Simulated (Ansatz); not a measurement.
# Ga7NiSe8: searching below the plain SCF

Aim: test whether Ga7NiSe8 has a self-consistent state below the best one that plain SCF starts reached, by the runs listed below. We look at Ga7NiSe8: a small unrelaxed supercell with one substitutional d or f atom, with 16 atoms per cell. One Ga of COD entry 9008968 is replaced by Ni, with no charge compensation.

Program: Ansatz 0.2.0. Level of theory: DFT PBE, PAW, plane waves, scalar-relativistic. These are calculated values, not measurements.

## (1) The structure to begin with

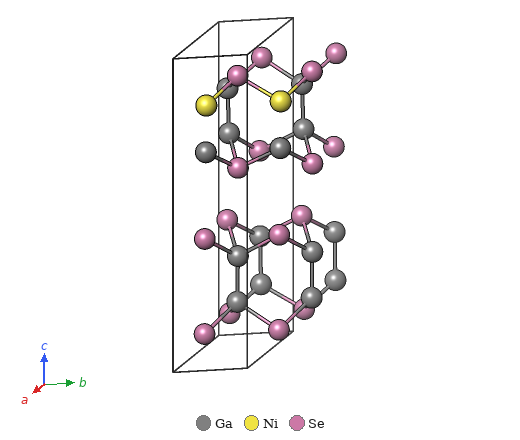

Start, viewed slightly off an axis; gallium grey, nickel yellow, selenium pink. 1×2×1 cells are drawn.

Structure file:

```
CELL_PARAMETERS angstrom
7.48400 0.00000 0.00000
-1.87100 3.24067 0.00000
0.00000 0.00000 15.91900
ATOMIC_POSITIONS crystal
Ga 0.18034 0.67745 0.17504
Ga 0.66135 0.65410 0.17609
Ga 0.33903 0.34585 0.67977
Ga 0.83904 0.34300 0.67822
Ga 0.15323 0.64940 0.32560
Ga 0.66161 0.66374 0.32209
Ga 0.32871 0.31968 0.82267
Ni 0.82895 0.34253 0.82631
Se 0.16108 0.64524 0.59865
Se 0.67194 0.67169 0.60443
Se 0.33140 0.35142 0.10484
Se 0.84423 0.32813 0.09962
Se 0.17093 0.68174 0.89697
Se 0.67205 0.66600 0.89864
Se 0.33951 0.32200 0.40418
Se 0.83510 0.32608 0.40169
```

Labels such as Se16 number the atoms in the order of the input file.

Known so far: 6 plain starts ended in 2 states. The lowest came from “usual moment scaled by 0.1, plain SCF [Ni8 0.20 μB]”: ferromagnetic, site moments Ni8 0.42 μB, total 0.65 μB per cell, no gap on the k-mesh, free energy -76079.9715 eV.

Runs to come: usual moment, default search for lower states; the moments typed in its input, standard search for lower states; the moments typed in its input, symmetry off, default search.

The default search lets the program follow hints of a lower state (another filling of open shells, a soft direction), where it sees any. The standard and full searches may also try other magnetic orders and fillings, and need not reach the lowest state. With a search on, the program may also reshape the start on open shells. Ends within 0.2 meV/atom and 0.1 μB count as one state.

The total moment includes the space between the atomic spheres.

## (2) Usual moment, default search for lower states

Contents of input.yaml:

```yaml
crystal:
  lattice:
    - [7.48400255, 0.0, 0.0]
    - [-1.87100064, 3.24066816, 0.0]
    - [0.0, 0.0, 15.919]
  atoms:
    - { symbol: Ga, position: [0.18033541, 0.67745056, 0.17504025] }
    - { symbol: Ga, position: [0.66135377, 0.65410194, 0.17609208] }
    - { symbol: Ga, position: [0.33903103, 0.34584952, 0.67976715] }
    - { symbol: Ga, position: [0.83904455, 0.34299659, 0.67822133] }
    - { symbol: Ga, position: [0.1532263, 0.64939857, 0.32559621] }
    - { symbol: Ga, position: [0.66160961, 0.66373537, 0.32209117] }
    - { symbol: Ga, position: [0.32871187, 0.31967666, 0.8226683] }
    - { symbol: Ni, position: [0.82895451, 0.34253145, 0.8263118], spin: 2.0 }
    - { symbol: Se, position: [0.16107763, 0.64523765, 0.59864792] }
    - { symbol: Se, position: [0.67193728, 0.67169145, 0.60442915] }
    - { symbol: Se, position: [0.33139962, 0.35141524, 0.1048386] }
    - { symbol: Se, position: [0.8442345, 0.32812668, 0.09962478] }
    - { symbol: Se, position: [0.17093363, 0.68173689, 0.89696899] }
    - { symbol: Se, position: [0.67205128, 0.66599561, 0.89863503] }
    - { symbol: Se, position: [0.33950679, 0.3219971, 0.4041808] }
    - { symbol: Se, position: [0.83510278, 0.32608423, 0.40168519] }
magnetization:
  spin_polarized: true
hamiltonian:
  xc: pbe
  pseudopotentials: { kind: paw }
basis:
  ecutwfc: 420
kpoints:
  mp_grid: { grid: [2, 4, 1] }
scf:
  occupations: { method: fermi_dirac, width: 0.05 }
output:
  forces: true
  stress: true
```

The run is started by

```
$ ansatz run input.yaml --threads 4 --pin off --max-ram 9216MiB --backend cpu --events-out ev --progress --plain --runs-dir out
```

Standard output, shortened:

```text
[...]
Pseudopotentials: kind: paw
Pseudopotential: Ga, paw, valence charge 13, recommended cutoff 420 eV (normal), Ga.paw.azcp
Pseudopotential: Ni, paw, valence charge 18, recommended cutoff 420 eV (normal), Ni.paw.azcp
Pseudopotential: Se, paw, valence charge 16, recommended cutoff 420 eV (normal), Se.paw.azcp
Functional definition: PBE
[...]
Crystal: 16 atoms, lattice volume = 386.086 Å³
Basis set: ecut = 420 eV, 7609 PW (Γ), exchange–correlation on 108×54×216 points (8 copies of the dense FFT grid, shifted against one another)
Bands: 144, of which v1, the nominal top of the filled ones, is band 119 counted from 1 (118 counted from 0)
Symmetry: 1 space group operations
Space group: P1 (ITA 1), of the structure as read, at distance tolerance 7.3e-5 Å
Magnetic group: BNS 1.1 (UNI 1), of the structure as read, at distance tolerance 7.3e-5 Å
k-points: 6 of 8 (time reversal used)
[...]
Starting moments: Σ|m| = 2 μB on 1 of 16 sites
[...]
SCF iter   1: F=—  HF=-76083.960469 eV  |F-HF|=—  |Δ(HF+E_count)|=         —  Δρ=4.30e-2 (↑4.30e-2 ↓2.03e-2)  dr2=4.81e1  dr2_m=1.39e0  M=1.242 μB ∫|m|=1.400 μB  β_m=0.30  ethr=3.10e-3  ⟨swp⟩=6.0  Hψ=5854  notcnv=0
[...]
spin=Collinear: Kerker preconditioning applied to the charge; magnetization (m = ρ↑ − ρ↓) channel mixes plain (no charge-response kernel on spin).
[...]
SCF iter  22: F=-76079.971470 eV  HF=-76079.971470 eV  |F-HF|=2.68e-9  |Δ(HF+E_count)|=   1.07e-8  Δρ=5.96e-7 (↑5.22e-7 ↓5.96e-7)  dr2=5.53e-9  dr2_m=2.38e-11  M=0.655 μB ∫|m|=0.702 μB  ethr=1.55e-11  ⟨swp⟩=2.0  Hψ=5269  notcnv=0
[...]
SCF converged after 22 iterations
Magnetization: 0.6548 μB (118.8274 up, 118.1726 down)
Absolute magnetization: 0.6951 μB (∫|ρ↑−ρ↓|, with the PAW one-centre terms)
Spin contamination: 0.0130 ħ² per cell (⟨S²⟩ above its minimum at these occupations)
[...]
Free energy (F): -76079.971470 eV
[...]
E sigma→0 (E₀):  -76079.962690 eV
Entropy (-TS):   -0.017559 eV (-1.097 meV/atom)
Fermi energy:    7.334977 eV
[... 38 lines left out: energy terms, forces, stress ...]
```

Run time: 26 s. Hardware: 4 threads of Intel Xeon 6975P-C (Granite Rapids), shared host; peak memory 1.6 GiB.

Nothing new: the 22 iterations lead to the state found in step 1 (ferromagnetic).

## (3) The moments typed in its input, standard search for lower states

input.yaml: that of step 2 with these lines changed.

```diff
@@ -33,2 +33,3 @@
   occupations: { method: fermi_dirac, width: 0.05 }
+  lower_state_search: standard
 output:
@@ -36 +37,5 @@
   stress: true
+  write_density: true
+  write_potential: true
+  elf: true
+  volumetric_format: npy
```

The run is started by

```
$ ansatz run input.yaml --threads 4 --pin off --max-ram 9216MiB --backend cpu --events-out ev --progress --plain --runs-dir out
```

Standard output, shortened:

```text
the run goes by scf.lower_state_search standard: where its kind and settings allow, a search for a lower-energy state can add stability tests and further SCF calculations, which can take several times, in some runs tens of times, as long as the SCF (see the manual's entry of the key); [...]
[... 25 lines as in an earlier run ...]
Starting moments: Σ|m| = 2 μB on 1 of 16 sites
[... 2 lines as in an earlier run ...]
SCF iter   1: F=—  HF=-76083.960469 eV  |F-HF|=—  |Δ(HF+E_count)|=         —  Δρ=4.30e-2 (↑4.30e-2 ↓2.03e-2)  dr2=4.81e1  dr2_m=1.39e0  M=1.242 μB ∫|m|=1.400 μB  β_m=0.30  ethr=3.10e-3  ⟨swp⟩=6.0  Hψ=5854  notcnv=0
[...]
[... 1 line as in an earlier run ...]
[...]
[... 2 lines as in an earlier run ...]
[...]
SCF iter  22: F=-76079.971470 eV  HF=-76079.971470 eV  |F-HF|=2.68e-9  |Δ(HF+E_count)|=   1.07e-8  Δρ=5.96e-7 (↑5.21e-7 ↓5.96e-7)  dr2=5.54e-9  dr2_m=2.39e-11  M=0.655 μB ∫|m|=0.702 μB  ethr=1.55e-11  ⟨swp⟩=12.2  Hψ=13647  notcnv=0
[...]
SCF converged after 22 iterations
Magnetization: 0.6548 μB (118.8274 up, 118.1726 down)
Absolute magnetization: 0.6951 μB (∫|ρ↑−ρ↓|, with the PAW one-centre terms)
Spin contamination: 0.0130 ħ² per cell (⟨S²⟩ above its minimum at these occupations)
[...]
Free energy (F): -76079.971470 eV
[...]
E sigma→0 (E₀):  -76079.962690 eV
Entropy (-TS):   -0.017559 eV (-1.097 meV/atom)
Fermi energy:    7.334977 eV
[... 43 lines left out: energy terms, forces, stress, bands ...]
```

It took 31 s on 4 threads of Intel Xeon 6975P-C (Granite Rapids), shared host; peak memory 1.7 GiB.

Nothing new: the 22 iterations lead to the state found in step 1 (ferromagnetic).

## (4) The moments typed in its input, symmetry off, default search

input.yaml: that of step 3 with these lines changed.

```diff
@@ -22,2 +22,3 @@
     - { symbol: Se, position: [0.83510278, 0.32608423, 0.40168519] }
+  symmetry: { detect: false, time_reversal: true }
 magnetization:
@@ -33,3 +34,2 @@
   occupations: { method: fermi_dirac, width: 0.05 }
-  lower_state_search: standard
 output:
```

The run is started by

```
$ ansatz run input.yaml --threads 4 --pin off --max-ram 9216MiB --backend cpu --events-out ev --progress --plain --runs-dir out
```

Standard output, shortened:

```text
[... 23 lines as in an earlier run ...]
Starting moments: Σ|m| = 2 μB on 1 of 16 sites
[... 2 lines as in an earlier run ...]
SCF iter   1: F=—  HF=-76083.960469 eV  |F-HF|=—  |Δ(HF+E_count)|=         —  Δρ=4.30e-2 (↑4.30e-2 ↓2.03e-2)  dr2=4.81e1  dr2_m=1.39e0  M=1.242 μB ∫|m|=1.400 μB  β_m=0.30  ethr=3.10e-3  ⟨swp⟩=6.0  Hψ=5854  notcnv=0
[...]
[... 1 line as in an earlier run ...]
[...]
[... 2 lines as in an earlier run ...]
[...]
SCF iter  22: F=-76079.971470 eV  HF=-76079.971470 eV  |F-HF|=2.68e-9  |Δ(HF+E_count)|=   1.07e-8  Δρ=5.96e-7 (↑5.21e-7 ↓5.96e-7)  dr2=5.54e-9  dr2_m=2.39e-11  M=0.655 μB ∫|m|=0.702 μB  ethr=1.55e-11  ⟨swp⟩=12.2  Hψ=13647  notcnv=0
[...]
SCF converged after 22 iterations
Magnetization: 0.6548 μB (118.8274 up, 118.1726 down)
Absolute magnetization: 0.6951 μB (∫|ρ↑−ρ↓|, with the PAW one-centre terms)
Spin contamination: 0.0130 ħ² per cell (⟨S²⟩ above its minimum at these occupations)
[...]
Free energy (F): -76079.971470 eV
[...]
E sigma→0 (E₀):  -76079.962690 eV
Entropy (-TS):   -0.017559 eV (-1.097 meV/atom)
Fermi energy:    7.334977 eV
[... 43 lines left out: energy terms, forces, stress, bands ...]
```

Run time: 32 s. Hardware: 4 threads of Intel Xeon 6975P-C (Granite Rapids), shared host; peak memory 1.6 GiB.

The run ends in the same state as step 1 (ferromagnetic); it took 22 iterations.

The cell has no symmetry beyond the identity, so switching symmetry off frees nothing.

## (5) All ends together

| step | iterations | state | moments of Ni8 (μB) | total (μB) | gap (eV) | pressure (GPa) | above lowest (meV/atom) |
| --- | --- | --- | --- | --- | --- | --- | --- |
| 1 | 28 | 1 | 0.42 | 0.65 | none | 2.2 | 0.0 |
| 2 | 22 | 1 | 0.42 | 0.65 | none | 2.2 | 0.0 |
| 3 | 22 | 1 | 0.42 | 0.65 | none | 2.2 | 0.0 |
| 4 | 22 | 1 | 0.42 | 0.65 | none | 2.2 | 0.0 |

States are numbered from the lowest. Starts by step: 2 usual moment, default search for lower states; 3 the moments typed in its input, standard search for lower states; 4 the moments typed in its input, symmetry off, default search. Step 1 is the best of the earlier plain starts.

The 3 runs of this session took 89 s in all, from 26 s to 32 s each.

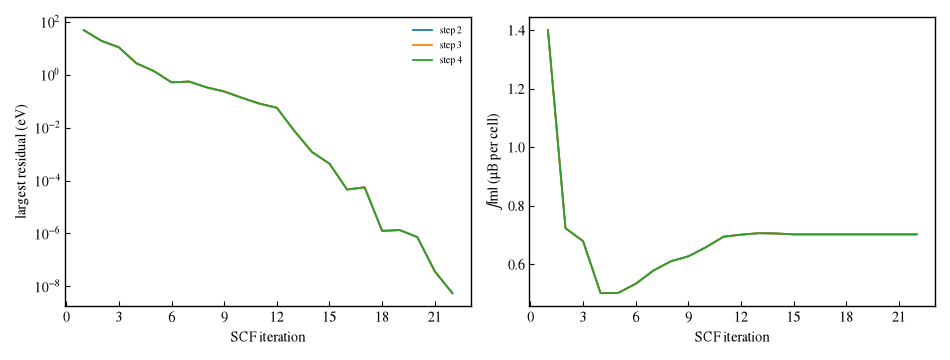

Residual and absolute moment along the iterations.

## (6) What came out

| quantity | value |
| --- | --- |
| distinct states | 1 from 4 converged runs, the best start of step 1 counted |
| lowest state | ferromagnetic |
| its moments | Ni8 0.42 μB |
| total moment | 0.65 μB per cell |
| gap on the k-mesh | none |
| pressure | 2.2 GPa |
| largest force | 2.076 eV/Å |

**Reading.** Nothing lower turns up: the best plain start stands. 4 runs converged, all to one state. These are lowest states among those tried, not proven ground states. The cell holds one magnetic atom, so no order but the parallel one can form in it.
